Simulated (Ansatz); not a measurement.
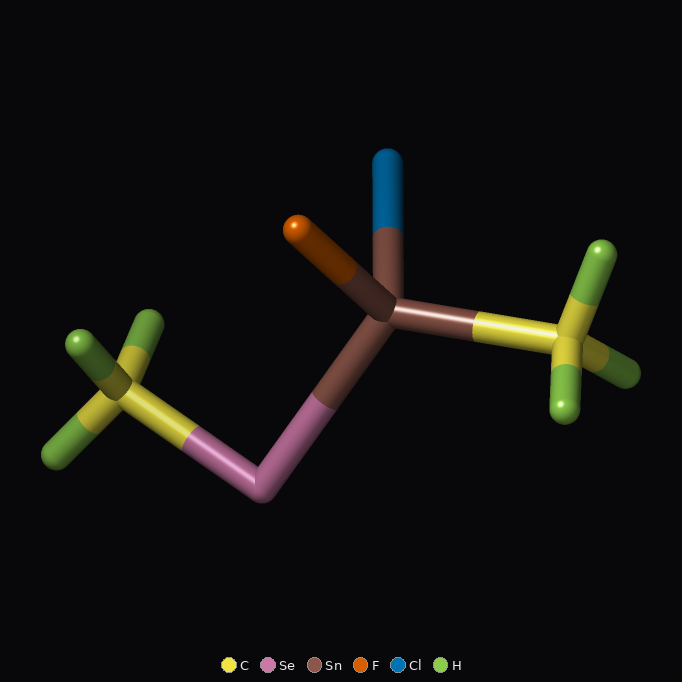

Computed geometry: PBE0-D4/def2-TZVP optimisation. No frequency run is at hand to confirm it as a minimum. Program: Ansatz 0.2.0.

Compare HOMO energy (eV), HOMO–LUMO gap (eV) at these levels: B97M-V/def2-TZVPP; CAM-B3LYP-D4/def2-TZVPP; HSE06 (plane-wave form)-D4/def2-TZVPP; PBE-D4/def2-TZVPP; PBE0-D4/def2-SVP; PBE0-D4/def2-TZVPP; SPW92 (LDA)/def2-TZVPP; r2SCAN0-D4/def2-TZVPP; r2SCANh-D4/def2-TZVPP; revPBE-D4/def2-TZVPP; ωB97M-V/def2-QZVPP; ωB97M-V/def2-TZVPP.

```json
{"level": "B97M-V/def2-TZVPP", "HOMO energy (eV)": "−6.28", "HOMO–LUMO gap (eV)": "4.15"}
{"level": "CAM-B3LYP-D4/def2-TZVPP", "HOMO energy (eV)": "−8.39", "HOMO–LUMO gap (eV)": "7.82"}
{"level": "HSE06 (plane-wave form)-D4/def2-TZVPP", "HOMO energy (eV)": "−6.70", "HOMO–LUMO gap (eV)": "4.79"}
{"level": "PBE-D4/def2-TZVPP", "HOMO energy (eV)": "−5.93", "HOMO–LUMO gap (eV)": "3.50"}
{"level": "PBE0-D4/def2-SVP", "HOMO energy (eV)": "−6.99", "HOMO–LUMO gap (eV)": "5.65"}
{"level": "PBE0-D4/def2-TZVPP", "HOMO energy (eV)": "−7.10", "HOMO–LUMO gap (eV)": "5.56"}
{"level": "SPW92 (LDA)/def2-TZVPP", "HOMO energy (eV)": "−6.08", "HOMO–LUMO gap (eV)": "3.34"}
{"level": "r2SCAN0-D4/def2-TZVPP", "HOMO energy (eV)": "−7.27", "HOMO–LUMO gap (eV)": "5.85"}
{"level": "r2SCANh-D4/def2-TZVPP", "HOMO energy (eV)": "−6.63", "HOMO–LUMO gap (eV)": "4.73"}
{"level": "revPBE-D4/def2-TZVPP", "HOMO energy (eV)": "−5.87", "HOMO–LUMO gap (eV)": "3.56"}
{"level": "ωB97M-V/def2-QZVPP", "HOMO energy (eV)": "−9.29", "HOMO–LUMO gap (eV)": "9.53"}
{"level": "ωB97M-V/def2-TZVPP", "HOMO energy (eV)": "−9.27", "HOMO–LUMO gap (eV)": "9.66"}
```
